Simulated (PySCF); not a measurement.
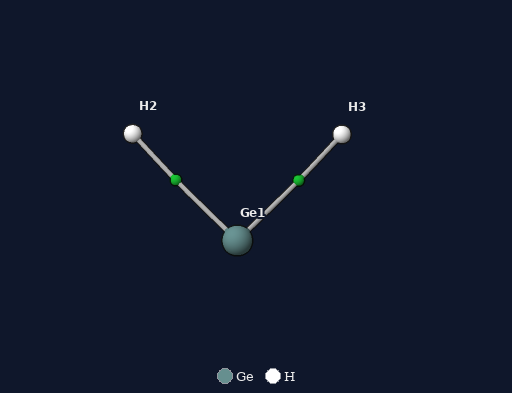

*GeH2, SMILES `[GeH2]`. Molecular graph of the electron density (QTAIM): bond paths, bond critical points (green), ring points (magenta, if any); weak paths are dashed.*

Level of theory: M06-2X/cc-pVTZ (PySCF), at a geometry from GFN2-xTB. No frequency check shows the geometry to be a minimum. GFN2-xTB bond lengths at metals and heavier atoms can be off by up to 0.1 Å and shapes distorted, which carries into these values.

Input script:

```python
import numpy as np
from pyscf import gto, scf, dft
from pyscf.scf import atom_ks, atom_hf
from scipy.linalg import block_diag

def solve(mol, dm0=None, hcore=None):
    mf = (dft.UKS if mol.spin else dft.RKS)(mol, xc='m062x')
    mf.grids.level = 3
    mf = mf.density_fit(auxbasis='def2-universal-jkfit')
    mf.conv_tol, mf.max_cycle = 1e-8, 80
    if hcore is not None:
        mf.get_hcore = lambda *args: hcore
    mf.kernel(dm0)
    if not mf.converged:
        mf = mf.newton().run(mf.mo_coeff, mf.mo_occ, max_cycle=30)
    assert mf.converged, 'SCF not converged'
    return mf

mol = gto.M(atom='''
Ge     0.06891     0.00000     0.00000
H     -1.10264    -1.10099     0.00000
H     -1.10252     1.10110     0.00000
''', basis='cc-pvtz', charge=0, spin=0, verbose=4)
mf = solve(mol)
mf.analyze()
# spherically averaged free atoms, for the promolecule
atm = atom_ks.get_atm_nrks(mol, xc='m062x')
pro = block_diag(*[(atm[a[0]][2] * atm[a[0]][3]) @ atm[a[0]][2].T for a in mol._atom])
np.savez('result.npz', e=mf.e_tot, c=mf.mo_coeff, occ=mf.mo_occ, eps=mf.mo_energy, pro=pro, dip=mf.dip_moment(verbose=0), s2=mf.spin_square()[0])
```

Launched as:

```sh
OMP_NUM_THREADS=1 python input.py
```

The run took 3.9 s on 1 thread of Intel(R) Xeon(R) 6975P-C (Granite Rapids) (shared host), peak memory 0.25 GiB.

Partitions, critical points and surface values were worked out afterwards from this run's density.

> How many critical points of each kind are there, and does the count close?

3 nuclei, 2 bond, 0 ring and 0 cage critical points: 3 − 2 + 0 − 0 = 1, as the Poincaré–Hopf relation requires.

> What does the calculation give at each kind of bond critical point?

```tsv
bond	length (Å)	ρ (a.u.)	∇²ρ (a.u.)	ε	H (a.u.)
Ge1–H2 (2 alike)	1.608	0.117	+0.04	0.08	−0.067
```

> What kind of interaction is Ge1–H2?

Polar or intermediate (positive Laplacian, negative energy density H): ρ = 0.117, ∇²ρ = +0.04, H = −0.067 a.u.
